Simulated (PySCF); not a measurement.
C4H5Cl3Si (SMILES ClC(Cl)C1=C[SiH2][C@H]1Cl)

```yaml
atoms:
  - { symbol: Cl, position_ang: [2.1550, -1.1927, -1.5994] }
  - { symbol: C, position_ang: [1.8032, -0.4202, -0.0145] }
  - { symbol: Cl, position_ang: [2.4357, -1.4452, 1.2859] }
  - { symbol: C, position_ang: [0.3429, -0.2055, 0.0968] }
  - { symbol: C, position_ang: [-0.5967, -0.8246, 0.8231] }
  - { symbol: Si, position_ang: [-2.0181, 0.2603, 0.2054] }
  - { symbol: C, position_ang: [-0.3892, 0.8441, -0.6916] }
  - { symbol: Cl, position_ang: [0.1962, 2.4919, -0.3129] }
  - { symbol: H, position_ang: [2.3574, 0.5220, -0.0006] }
  - { symbol: H, position_ang: [-0.4447, -1.6534, 1.4931] }
  - { symbol: H, position_ang: [-2.5468, 1.2455, 1.1364] }
  - { symbol: H, position_ang: [-3.0091, -0.3541, -0.6694] }
  - { symbol: H, position_ang: [-0.2900, 0.7325, -1.7700] }
```

Geometry: GFN2-xTB.

Theory: wB97X-D/def2-SVPD, SCF density, gas phase (PySCF 2.14.0).

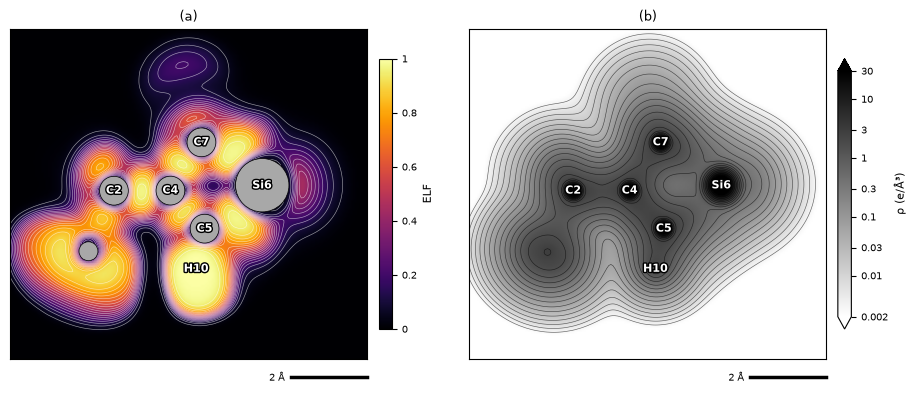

Figure 1. (a) electron localisation function; (b) electron density on the plane of atoms C4, C5 and H10. Grey discs cover the atomic cores in the ELF map.

> Read the bonding off the picture.

Atoms in the plane: C, Si and H.
C–C (1.34 Å): ρ at the midpoint is about 2.3 e/Å³; the ELF peaks at about 0.90 between the atoms (a multiple bond).
C–Si (1.89 Å): ρ at the midpoint is about 0.9 e/Å³; the ELF peaks at about 0.95 between the atoms, as expected for localised, covalent bonding.
C–H (1.08 Å): the density is about 2 e/Å³ at the midpoint; the ELF climbs to about 1 towards the hydrogen, as it does in any bond to H; a covalent bond by its length.
C–C (1.48 Å): ρ at the midpoint is about 1.8 e/Å³; the ELF peaks at about 0.95 between the atoms: a shared electron pair.
C–Si (1.95 Å): ρ at the midpoint is about 0.85 e/Å³; the ELF peaks at about 0.95 between the atoms; a covalent bond.
The ELF also peaks beside Cl3, away from the bonds: lone-pair regions.

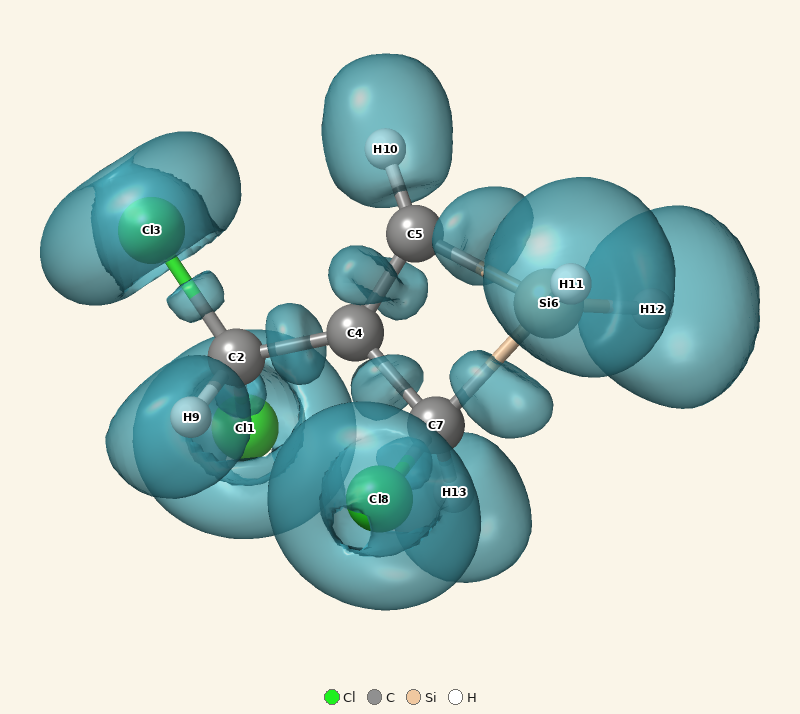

Figure 2. Isosurface of the electron localisation function at 0.8 (cyan), seen at a tilt. Core shells and regions of very low density are left out.

> Where are the electrons localised?

At this value the surface marks out three regions between bonded C–C atoms (shared pairs), three regions between bonded C–Cl atoms (shared pairs), two regions between bonded C–Si atoms (shared pairs), five regions around hydrogen nuclei and three rings or bowls of non-bonding electrons around Cl. Profiles from the grid: C–Cl (1.77 Å): the ELF peaks at about 0.90 between the atoms; a shared electron pair.

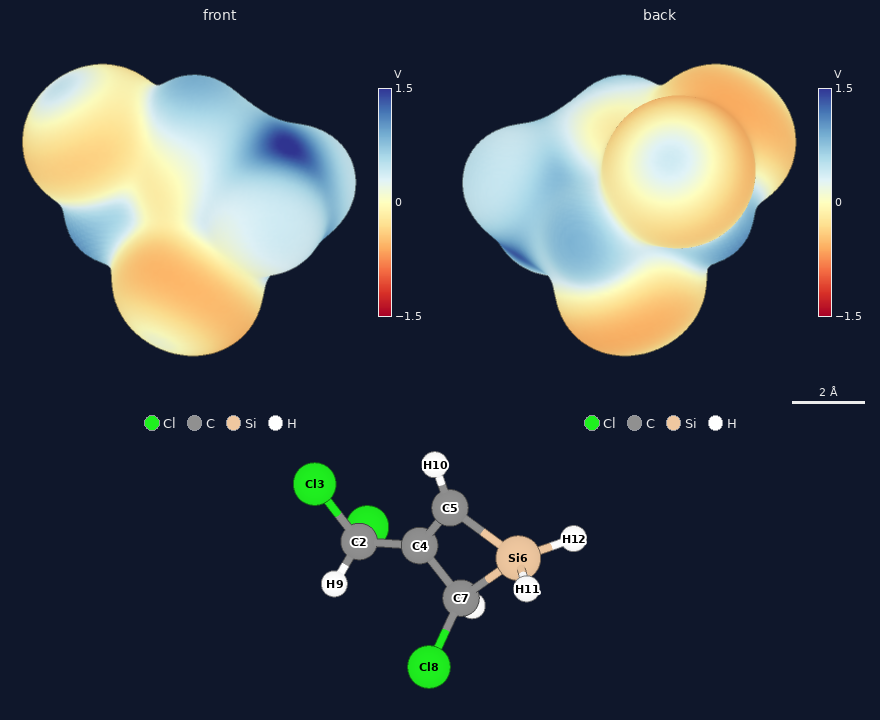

Figure 3. The electrostatic potential painted on the density surface at 0.001 e/bohr³, seen from the front and from behind; the colour scale runs from red (negative) to blue (positive). The bare structure is drawn below in the same view.

> Where is the surface potential most negative and most positive?

The most negative region (about −0.6 V) lies over Cl1, Cl3 and Cl8, the most positive (about +1.4 V) over Si6. Cl1 shows a σ-hole: about +0.4 V at the tip opposite its bond, against about −0.3 V on its flanks. Cl3 shows a σ-hole: about +0.4 V at the tip opposite its bond, against about −0.3 V on its flanks.
